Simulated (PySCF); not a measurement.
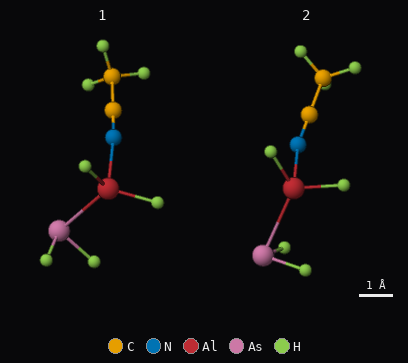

Two geometries of C2H7AlAsN, drawn at one scale. One is the start of a relaxation, the other its converged end. A ball-and-stick model, seen from a free direction.

Method: PBE0-D3(BJ)/def2-SVP geometry optimisation, gas phase in PySCF. 

Q: Which one is relaxed?

A: Structure 1 is the relaxed one. The start comes from GFN2-xTB. Its atoms were then displaced at random by about 0.01 Å. After 22 geometry steps the energy has fallen by 44.5 kJ/mol. The atom that moves furthest after the best rigid fit is an H atom (1.74 Å). By element the largest moves are H 1.74 Å, As 1.02 Å, N 0.77 Å, Al 0.59 Å, C 0.32 Å. Some distances before and after: Al–As 2.382 → 2.475 Å, C–C 1.404 → 1.445 Å, Al–H 1.565 → 1.599 Å, C–H 1.068 → 1.099 Å. Among the angles between lasting bonds that change: N–Al–As 114.2° → 96.2°, C–N–Al 156.9° → 173.0°, N–Al–H 87.2° → 100.4°. Groups turn about Al–As by about 70°. The run took 2.8 min on 1 thread of Arm Neoverse V1, on a shared host.
